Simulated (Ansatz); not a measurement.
**Run report: C9H23GeN, geometry relaxation (part 1 of 2)**

C9H23GeN (GeEt3(NMeEt)), computed with RKS PBE-D4/def2-SVP (Ansatz 0.2.0).

The geometry: GFN2-xTB start. Figures and captions count atoms from 1; the log counts them from 0 in places.

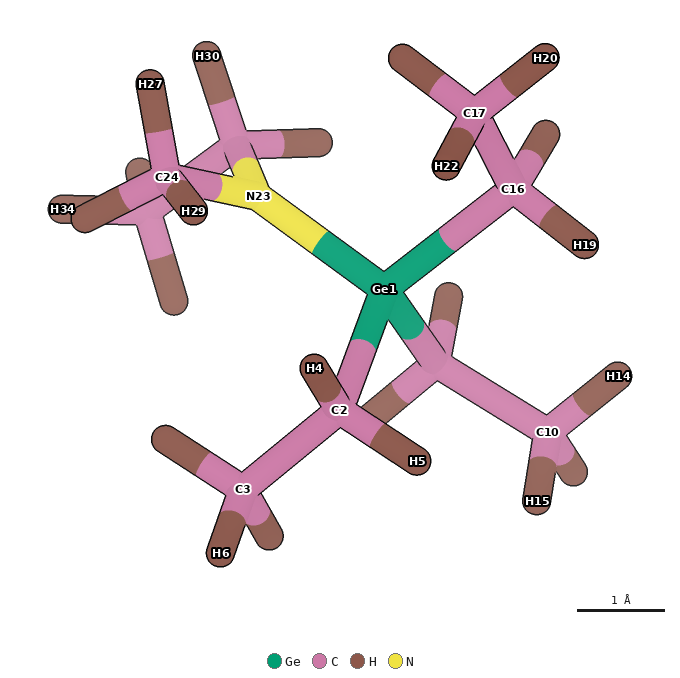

**Figure 1.** The input geometry (stick view, seen at a tilt; atoms are numbered from 1 in the order of the input). Sticks mark near contacts. Bond lengths as drawn: C–C 1.52 to 1.53 Å, C–Ge 2.01 to 2.02 Å, C–H 1.09 to 1.10 Å, C–N 1.44 Å and Ge–N 1.84 Å.

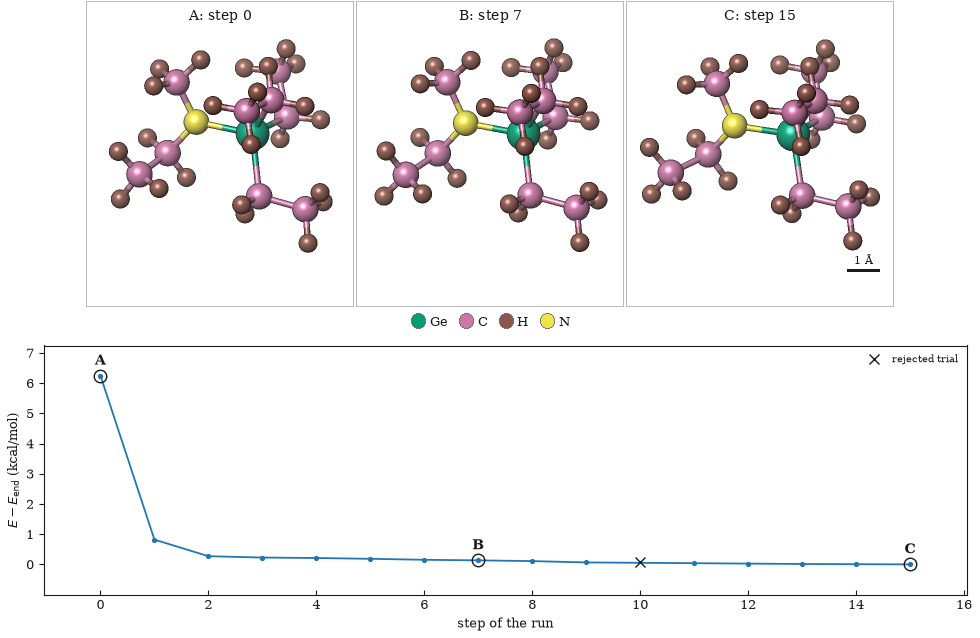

**Figure 2.** Frames of the relaxation (ball-and-stick view, seen at a tilt) above the curves, on which the letters mark them (the first geometry is step 0 here and step 1 in the log).

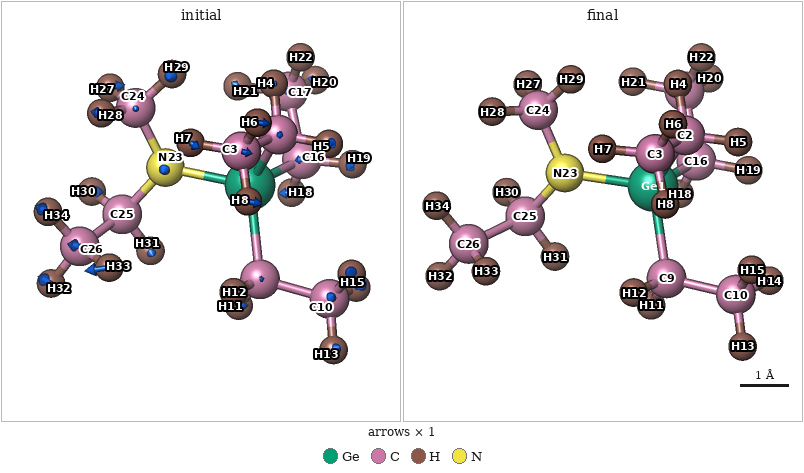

**Figure 3.** Before (left) and after (right) the relaxation, at one scale (ball-and-stick view, seen at a tilt). The blue arrows give the displacements, at true length. The energy falls by 6.25 kcal/mol in 15 geometry steps. The largest force component goes from 0.82 to 0.021 eV/Å. The line search rejected the trial step at point 10 (counted from 0) and went back. The atom that moves furthest after the best rigid fit is H33 (0.55 Å). Largest moves by element: H 0.55 Å, C 0.36 Å, N 0.29 Å, Ge 0.03 Å. Among the contacts that change: Ge1–C16 2.023 → 1.988 Å, Ge1–C2 2.013 → 1.978 Å, Ge1–N23 1.842 → 1.869 Å, C24–H27 1.097 → 1.122 Å. Among the angles that change: C16–Ge1–N23 108.6° → 112.2°, Ge1–N23–C25 122.7° → 119.7°, N23–C24–H27 110.5° → 113.4°. (Atoms are counted from 1 in the order of the input.)

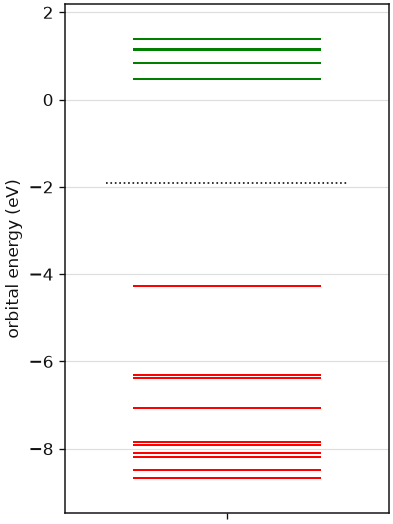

**Figure 4.** Orbital energies near the frontier; the dotted line parts filled from empty levels, and levels within 0.02 eV of each other stand side by side. Highest filled −4.27 eV, lowest empty 0.47 eV, 4.74 eV apart.

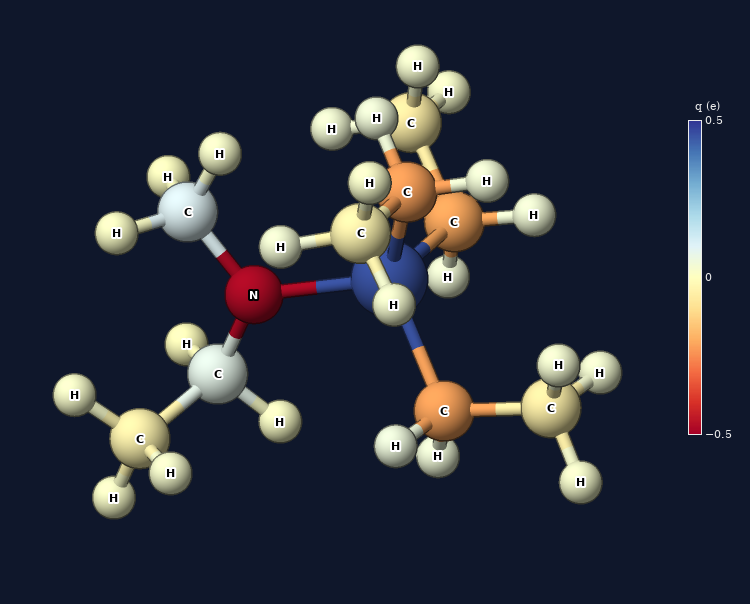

**Figure 5.** Mulliken charges, as the colour of each atom (ball-and-stick view, seen at a tilt). By element: Ge +0.45, C −0.22 to +0.09, H 0.00 to +0.05 and N −0.47 e.

The input that produced these results follows, with the program's output.

The input
```yaml
crystal:
  periodic: [false, false, false]
  atoms:
    - {symbol: Ge, position_ang: [0.054150, 0.560360, 0.080960]}
    - {symbol: C, position_ang: [0.053810, 0.553460, 2.093700]}
    - {symbol: C, position_ang: [0.808640, -0.625560, 2.688650]}
    - {symbol: H, position_ang: [-0.972740, 0.558640, 2.460020]}
    - {symbol: H, position_ang: [0.507600, 1.488090, 2.424600]}
    - {symbol: H, position_ang: [0.774630, -0.599840, 3.777430]}
    - {symbol: H, position_ang: [0.373000, -1.564090, 2.353550]}
    - {symbol: H, position_ang: [1.851720, -0.606350, 2.379500]}
    - {symbol: C, position_ang: [1.936050, 0.604220, -0.635930]}
    - {symbol: C, position_ang: [2.653050, 1.903520, -0.298790]}
    - {symbol: H, position_ang: [1.915990, 0.471550, -1.717420]}
    - {symbol: H, position_ang: [2.489800, -0.238450, -0.222070]}
    - {symbol: H, position_ang: [3.669180, 1.897630, -0.691240]}
    - {symbol: H, position_ang: [2.126260, 2.752800, -0.728710]}
    - {symbol: H, position_ang: [2.705000, 2.046400, 0.778580]}
    - {symbol: C, position_ang: [-0.969030, 2.165650, -0.604360]}
    - {symbol: C, position_ang: [-2.460200, 2.085660, -0.316280]}
    - {symbol: H, position_ang: [-0.808640, 2.238950, -1.680760]}
    - {symbol: H, position_ang: [-0.552140, 3.066440, -0.154920]}
    - {symbol: H, position_ang: [-2.985130, 2.942790, -0.736770]}
    - {symbol: H, position_ang: [-2.877820, 1.179350, -0.749560]}
    - {symbol: H, position_ang: [-2.644070, 2.065950, 0.756150]}
    - {symbol: N, position_ang: [-0.779500, -0.967750, -0.521270]}
    - {symbol: C, position_ang: [-1.794200, -1.657990, 0.237500]}
    - {symbol: C, position_ang: [-0.393460, -1.636260, -1.739230]}
    - {symbol: C, position_ang: [0.507210, -2.853620, -1.517220]}
    - {symbol: H, position_ang: [-2.679950, -1.841390, -0.382530]}
    - {symbol: H, position_ang: [-1.447450, -2.625350, 0.620000]}
    - {symbol: H, position_ang: [-2.093310, -1.044230, 1.083830]}
    - {symbol: H, position_ang: [-1.295380, -1.951560, -2.281640]}
    - {symbol: H, position_ang: [0.136140, -0.915550, -2.366960]}
    - {symbol: H, position_ang: [0.822940, -3.264610, -2.473080]}
    - {symbol: H, position_ang: [1.387470, -2.560820, -0.949600]}
    - {symbol: H, position_ang: [-0.019600, -3.628040, -0.966130]}
basis:
  gaussian: {orbitals: def2-SVP}
hamiltonian: {xc: pbe, dispersion: d4}
scf: {lower_state_search: "off"}
output: {orbitals: {seedname: orbitals}}
relax: {f_tol: 0.03, max_steps: 70}
```

Launched with:
```bash
ansatz run in.yaml --threads 6 --pin off --events-out ev --progress --plain --max-ram 7833MiB
```

Output
```
Functional definition: PBE
  name "PBE"
  cite "Perdew, Burke & Ernzerhof, Phys. Rev. Lett. 77, 3865 (1996) doi:10.1103/PhysRevLett.77.3865"
  parent pbe
  parameter kappa = 0.804
  parameter beta = 0.06672455060314922
  exchange = pbe_x(kappa = kappa, mu = beta*pi^2/3)
  correlation = pbe_c(beta = beta)
these checks for a lower state are left out or cut short: stability, starts, cluster_reference, orbital_swaps, neighbouring_geometries, increment
3279 factors; their error is unknown
mean field evaluation 1: about -67639.9556 eV, gradient 1.2e2 eV
mean field evaluation 2: about -67580.7928 eV, gradient 1.9e2 eV
mean field evaluation 4: about -67676.9146 eV, gradient 1.8e1 eV
mean field evaluation 8: about -67677.6068 eV, gradient 2.8e-1 eV
mean field evaluation 16: about -67677.4512 eV, gradient 3.8e-4 eV
mean field -67677.45116884 eV, -2487.1004570308 hartree, gradient 2.4e-6 eV, S^2 0.000000; 0 other end points of the search recorded, 0 dependent functions left out
the calculation of the forces begins
reference -67677.45121936 eV, -2487.1004588875 hartree; 58, 58 occupied and 229, 229 virtual orbitals, 3279 factors
relax step   1: F+E_penalty+E_count = -67678.39394672 eV  Δ(F+E_penalty+E_count) = +0.000e0 eV  max|allowed force component| = 8.151e-1 eV/Å  Δτ_max = 0.0000 Å  (22 SCF iters, accepted)
these checks for a lower state are left out or cut short: stability, starts, cluster_reference, orbital_swaps, neighbouring_geometries, increment
3279 factors; their error is unknown
mean field evaluation 32: about -67677.6845 eV, gradient 7.3e-7 eV
mean field -67677.68448070 eV, -2487.1090310836 hartree, gradient 8.6e-7 eV, S^2 0.000000; 0 other end points of the search recorded, 0 dependent functions left out
[... from here on the field's lines of each further geometry are left out, up to the last ...]
relax step   2: F+E_penalty+E_count = -67678.62930215 eV  Δ(F+E_penalty+E_count) = -2.354e-1 eV  max|allowed force component| = 4.100e-1 eV/Å  Δτ_max = 0.0706 Å  (21 SCF iters, accepted)
relax step   3: F+E_penalty+E_count = -67678.65313736 eV  Δ(F+E_penalty+E_count) = -2.384e-2 eV  max|allowed force component| = 1.406e-1 eV/Å  Δτ_max = 0.0460 Å  (20 SCF iters, accepted)
relax step   4: F+E_penalty+E_count = -67678.65508392 eV  Δ(F+E_penalty+E_count) = -1.947e-3 eV  max|allowed force component| = 5.265e-2 eV/Å  Δτ_max = 0.0190 Å  (20 SCF iters, accepted)
relax step   5: F+E_penalty+E_count = -67678.65570720 eV  Δ(F+E_penalty+E_count) = -6.233e-4 eV  max|allowed force component| = 7.786e-2 eV/Å  Δτ_max = 0.0613 Å  (20 SCF iters, accepted)
relax step   6: F+E_penalty+E_count = -67678.65688446 eV  Δ(F+E_penalty+E_count) = -1.177e-3 eV  max|allowed force component| = 5.188e-2 eV/Å  Δτ_max = 0.0158 Å  (20 SCF iters, accepted)
relax step   7: F+E_penalty+E_count = -67678.65827067 eV  Δ(F+E_penalty+E_count) = -1.386e-3 eV  max|allowed force component| = 5.810e-2 eV/Å  Δτ_max = 0.0581 Å  (19 SCF iters, accepted)
relax step   8: F+E_penalty+E_count = -67678.65911485 eV  Δ(F+E_penalty+E_count) = -8.442e-4 eV  max|allowed force component| = 1.209e-1 eV/Å  Δτ_max = 0.0665 Å  (19 SCF iters, accepted)
relax step   9: F+E_penalty+E_count = -67678.66015846 eV  Δ(F+E_penalty+E_count) = -1.044e-3 eV  max|allowed force component| = 9.799e-2 eV/Å  Δτ_max = 0.0255 Å  (21 SCF iters, accepted)
relax step  10: F+E_penalty+E_count = -67678.66209757 eV  Δ(F+E_penalty+E_count) = -1.939e-3 eV  max|allowed force component| = 4.801e-2 eV/Å  Δτ_max = 0.0933 Å  (19 SCF iters, accepted)
relax step  11: F+E_penalty+E_count = -67678.66208739 eV  Δ(F+E_penalty+E_count) = +1.018e-5 eV  max|allowed force component| = 9.917e-2 eV/Å  Δτ_max = 0.1143 Å  (19 SCF iters, rejected (line search))
relax step  12: F+E_penalty+E_count = -67678.66315741 eV  Δ(F+E_penalty+E_count) = -1.060e-3 eV  max|allowed force component| = 4.225e-2 eV/Å  Δτ_max = 0.0559 Å  (20 SCF iters, accepted)
relax step  13: F+E_penalty+E_count = -67678.66376903 eV  Δ(F+E_penalty+E_count) = -6.116e-4 eV  max|allowed force component| = 6.267e-2 eV/Å  Δτ_max = 0.0997 Å  (18 SCF iters, accepted)
relax step  14: F+E_penalty+E_count = -67678.66432631 eV  Δ(F+E_penalty+E_count) = -5.573e-4 eV  max|allowed force component| = 4.568e-2 eV/Å  Δτ_max = 0.0149 Å  (22 SCF iters, accepted)
the calculation of the forces begins
reference -67677.72641920 eV, -2487.1105722952 hartree; 58, 58 occupied and 229, 229 virtual orbitals, 3279 factors
relax step  15: F+E_penalty+E_count = -67678.66459906 eV  Δ(F+E_penalty+E_count) = -2.728e-4 eV  max|allowed force component| = 2.918e-2 eV/Å  Δτ_max = 0.0270 Å  (21 SCF iters, accepted)
these checks for a lower state are left out or cut short: stability, starts, cluster_reference, orbital_swaps, neighbouring_geometries, increment
3279 factors; their error is unknown
mean field evaluation 128: about -67677.7272 eV, gradient 3.4e-4 eV
mean field -67677.72714962 eV, -2487.1105991375 hartree, gradient 7.5e-7 eV, S^2 0.000000; 0 other end points of the search recorded, 0 dependent functions left out
the calculation of the forces begins
reference -67677.72720022 eV, -2487.1106009969 hartree; 58, 58 occupied and 229, 229 virtual orbitals, 3279 factors
```
